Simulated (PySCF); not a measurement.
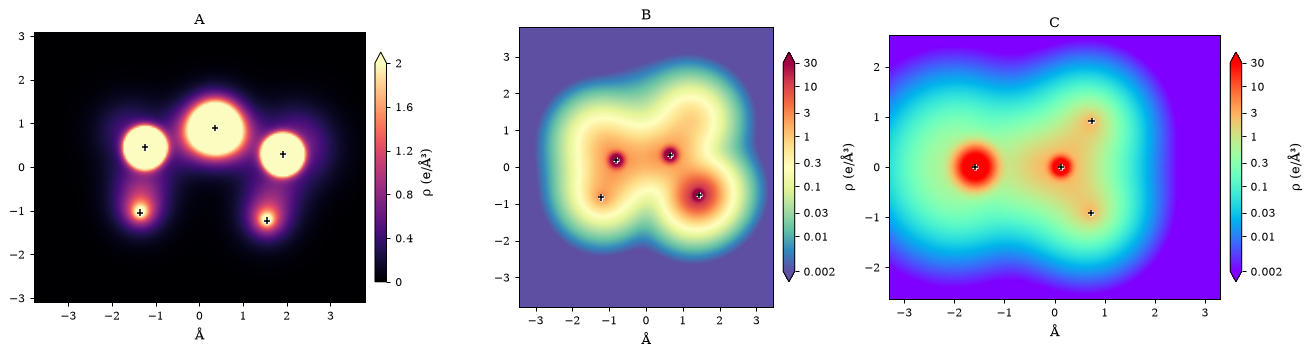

The electron density of 3 systems, each on a plane through atoms (crosses mark nuclei in the plane).

All numbers below come from PySCF 2.14.0, Gaussian-basis quantum chemistry of an isolated molecule with PySCF, energy and nuclear gradient, functional PBE0.

System 1: C3H4F2 (SMILES FC1(F)CC1), the plane of atoms C2, C1 and F4. Geometry: PBE0-D4/def2-SVP.

```yaml
atoms:
  - { symbol: C, position_ang: [-0.9389, -1.1464, 0.2459] }
  - { symbol: C, position_ang: [-1.5137, -1.4705, -1.0718] }
  - { symbol: C, position_ang: [-0.0842, -1.8849, -0.7006] }
  - { symbol: F, position_ang: [-1.4026, -1.7681, 1.3371] }
  - { symbol: F, position_ang: [-0.6465, 0.1262, 0.5402] }
  - { symbol: H, position_ang: [-1.6358, -0.6521, -1.7854] }
  - { symbol: H, position_ang: [-2.2747, -2.2536, -1.1129] }
  - { symbol: H, position_ang: [0.1009, -2.9422, -0.4961] }
  - { symbol: H, position_ang: [0.7397, -1.3406, -1.1685] }
```

System 2: CH2Si (SMILES C=[Si]), the molecular plane. Geometry: PBE0-D3(BJ)/def2-SVP.

```xyz
4

C    -0.1612    0.6607    0.3587
Si    1.0353   -0.5600    0.2704
H    -0.8428    0.7864    1.2130
H    -0.3262    1.4023   -0.4372
```

System 3: H4OSi2, the plane of atoms O1, Si2 and H4. Geometry: PBE0-D3(BJ)/def2-SVP.

```csv
atom,x (Å),y (Å),z (Å)
O,0.0325,-0.0192,2.2584
Si,0.4497,0.1372,3.8646
Si,-0.1001,0.8241,0.8190
H,0.8141,1.6510,3.8352
H,-1.5123,0.7480,0.3487
H,0.7970,0.1924,-0.1897
H,0.2922,2.2506,1.0291
```

Match each panel to its system.

Answer. Panel A is system 3, H4OSi2: the plane holds O, Si and H. Si–O (1.67 Å): ρ at the midpoint is about 1.1 e/Å³. Panel B is system 1, C3H4F2: the plane holds C, F and H. C–F (1.34 Å): ρ at the midpoint is about 2.3 e/Å³. Panel C is system 2, CH2Si: the plane holds C, Si and H. C–Si (1.71 Å): ρ is about 1.2 e/Å³ halfway.
